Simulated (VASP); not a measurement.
Band structure of SiO₂ (rutile). Computed with revTPSS meta-GGA, VASP's PBE PAW potentials (set 64) (plane waves; VASP).

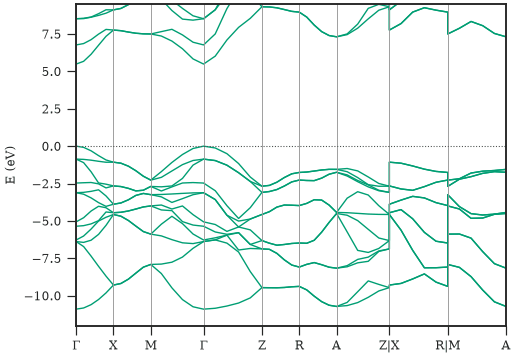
Figure. Bands along high-symmetry lines, zero at the valence-band maximum or, without a gap, the Fermi level

Question: Read the plot: is there a gap, and where are the band edges?

Answer: The gap is direct, 5.49 eV, from the valence maximum at Γ to the conduction minimum at Γ.

The compound is SiO2 in the rutile structure, stishovite, a high-pressure form. It was relaxed first.
